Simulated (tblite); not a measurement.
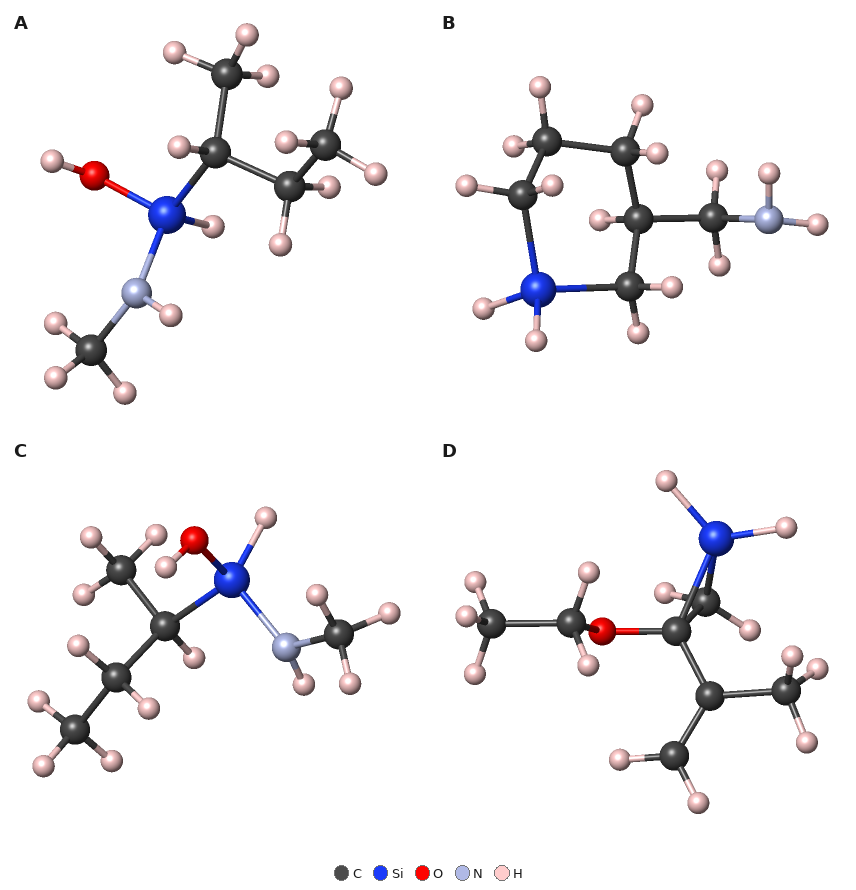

The picture comes from a calculation with tblite.

Question: Which panel belongs to which SMILES?
(1) CC[C@@H](C)[Si@H](O)NC
(2) CC[C@@H](C)[Si@@H](O)NC
(3) C=C(C)[C@]1(OCC)C[SiH2]1
(4) NC[C@@H]1CCC[SiH2]C1

Answer: A is (1), B is (4), C is (2), D is (3).
